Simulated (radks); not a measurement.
# Valence configurations of Si

Aim: which of several valence configurations of Si lies lowest at this level, and whether it is the one NIST lists ([Ne] 3s2 3p2).

Method: non-relativistic Kohn-Sham, PBEsol, spin-polarised, spherical densities, point nucleus; open shells are filled with parallel spins first. Code: radks (a radial shooting solver on a logarithmic mesh, Libxc functionals) version 1.

### Step 1. What is computed

| Quantity | Value |
| --- | --- |
| element | silicon (Z = 14) |
| charge | 0 |
| electrons | 14 |
| configuration | [Ne] 3s2 3p2 |
| others tried | 3s1.5 3p2.5; 3s1 3p3; 3s0.5 3p3.5; 3p4 |

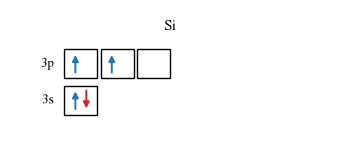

Occupation of the outer shells (arrows by Hund's rule).

In the logs a row gives level, spin channel, occupation and eigenvalue; Etot, Ekin, Encl (electron-nucleus), Eh (Hartree) and Exc are energies, all in hartree; err is the last residual, it the number of iterations.

### Step 2. [Ne] 3s2 3p2

Settings of this run:

```text
Z 14
configuration [Ne] 3s2 3p2
relativity non-relativistic
functional pbe_sol,pbe_sol
spin polarised
nucleus point
```

Standard output:

```text
1s      1   1.0000         -65.31813802
2s      1   1.0000          -5.08214325
2p      1   3.0000          -3.50230449
3s      1   1.0000          -0.41464376
3p      1   2.0000          -0.16888437
1s      2   1.0000         -65.31261307
2s      2   1.0000          -5.07618032
2p      2   3.0000          -3.49422634
3s      2   1.0000          -0.35321529
3p      2   0.0000          -0.10982274
Etot -288.6961425080994
Ekin 288.20770213799915
Encl -688.7489465399456
Eh 131.92367310603782
Exc -20.078571212190816
err 1.9892157217763443e-10
it 14
```

The top filled level is 3p up, -4.596 eV.

Radial moments (bohr):

```csv
level,occupation,energy (eV),<r>,outermost maximum (interpolated),90 % within,nodes
2s up,1,-138.29,0.5708,0.457,0.900,1
2s down,1,-138.13,0.5707,0.457,0.899,1
2p up,3,-95.303,0.5387,0.388,0.906,0
2p down,3,-95.083,0.5384,0.389,0.905,0
3s up,1,-11.283,2.169,1.80,3.30,2
3s down,1,-9.611,2.172,1.78,3.33,2
3p up,2,-4.596,2.742,2.16,4.32,1
3p down,0,-2.988,2.862,2.16,4.60,1
```

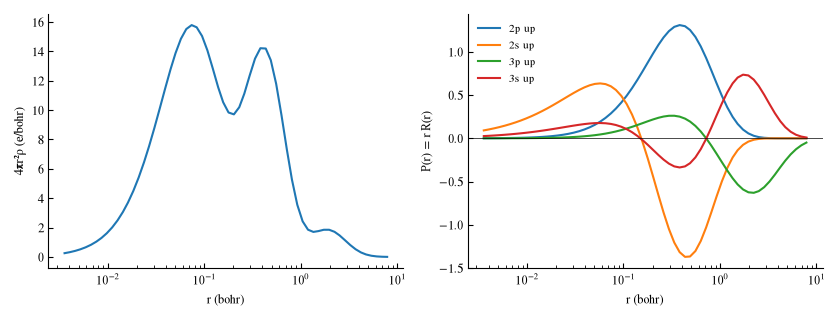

Radial density (left) and radial functions of outer levels (right).

### Step 3. [Ne] 3s1.5 3p2.5

Settings of this run:

```text
Z 14
configuration [Ne] 3s1.5 3p2.5
relativity non-relativistic
functional pbe_sol,pbe_sol
spin polarised
nucleus point
```

Standard output:

```text
1s      1   1.0000         -65.33870723
2s      1   1.0000          -5.10359739
2p      1   3.0000          -3.52386040
3s      1   1.0000          -0.43622864
3p      1   2.5000          -0.18533161
1s      2   1.0000         -65.32883423
2s      2   1.0000          -5.09216686
2p      2   3.0000          -3.50953081
3s      2   0.5000          -0.33406014
3p      2   0.0000          -0.09174545
Etot -288.6127119484496
Ekin 288.13426062867774
Encl -688.3475083730384
Eh 131.70546609890428
Exc -20.104930302993246
err 7.979513233051846e-11
it 14
```

E − E(step 2, [Ne] 3s2 3p2) = +2.270 eV. Highest occupied level: 3p up at -5.043 eV.

### Step 4. [Ne] 3s1 3p3

Settings of this run:

```text
Z 14
configuration [Ne] 3s1 3p3
relativity non-relativistic
functional pbe_sol,pbe_sol
spin polarised
nucleus point
```

Standard output:

```text
1s      1   1.0000         -65.35318504
2s      1   1.0000          -5.12002150
2p      1   3.0000          -3.54032176
3s      1   1.0000          -0.45436757
3p      1   3.0000          -0.19865485
1s      2   1.0000         -65.33883147
2s      2   1.0000          -5.10219650
2p      2   3.0000          -3.51882790
3s      2   0.0000          -0.24376197
3p      2   0.0000           0.00091565
Etot -288.547757949214
Ekin 288.08552807702984
Encl -688.0287921363138
Eh 131.55210585259456
Exc -20.156599742524598
err 7.358658695860801e-11
it 14
```

Energy against step 2 ([Ne] 3s2 3p2): +4.038 eV. Highest occupied level: 3p up at -5.406 eV.

### Step 5. [Ne] 3s0.5 3p3.5

Settings of this run:

```text
Z 14
configuration [Ne] 3s0.5 3p3.5
relativity non-relativistic
functional pbe_sol,pbe_sol
spin polarised
nucleus point
```

Standard output:

```text
1s      1   1.0000         -65.40021391
2s      1   1.0000          -5.16413967
2p      1   3.0000          -3.58404395
3s      1   0.5000          -0.46597840
3p      1   3.0000          -0.20854092
1s      2   1.0000         -65.38949384
2s      2   1.0000          -5.15124761
2p      2   3.0000          -3.56803180
3s      2   0.0000          -0.36184449
3p      2   0.5000          -0.11595662
Etot -288.3636018973251
Ekin 287.8891714421991
Encl -687.1886821312646
Eh 130.9966005878287
Exc -20.060691796088285
err 2.6918914337714706e-10
it 14
```

E − E(step 2, [Ne] 3s2 3p2) = +9.049 eV. The top filled level is 3p down, -3.155 eV.

### Step 6. [Ne] 3p4

Settings of this run:

```text
Z 14
configuration [Ne] 3p4
relativity non-relativistic
functional pbe_sol,pbe_sol
spin polarised
nucleus point
```

Standard output:

```text
1s      1   1.0000         -65.43881313
2s      1   1.0000          -5.20048502
2p      1   3.0000          -3.61986916
3p      1   3.0000          -0.21221893
1s      2   1.0000         -65.43214182
2s      2   1.0000          -5.19275174
2p      2   3.0000          -3.60965001
3p      2   1.0000          -0.15203847
Etot -288.1964374219938
Ekin 287.71373233819156
Encl -686.4596321369747
Eh 130.54006482338235
Exc -19.990602446592987
err 9.357313154721164e-10
it 13
```

E − E(step 2, [Ne] 3s2 3p2) = +13.598 eV. Highest occupied level: 3p down at -4.137 eV.

### Step 7. What came out

```csv
valence,E − E(NIST configuration) (eV),moment (μB),highest level,its energy (eV),1s shift (eV)
3s2 3p2,0.000,2,3p up,-4.596,+0.00
3s1.5 3p2.5,2.270,3,3p up,-5.043,-0.56
3s1 3p3,4.038,4,3p up,-5.406,-0.95
3s0.5 3p3.5,9.049,3,3p down,-3.155,-2.23
3p4,13.598,2,3p down,-4.137,-3.28
```

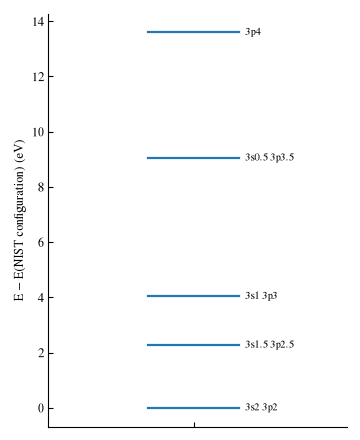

Energies of the configurations.

In words: Theory agrees with NIST among these: the next, 3s1.5 3p2.5, lies 2.270 eV higher. The energies are those of spherical high-spin densities, not of single terms. The 1s eigenvalue shifts by up to 3.28 eV as the valence charge is rearranged.
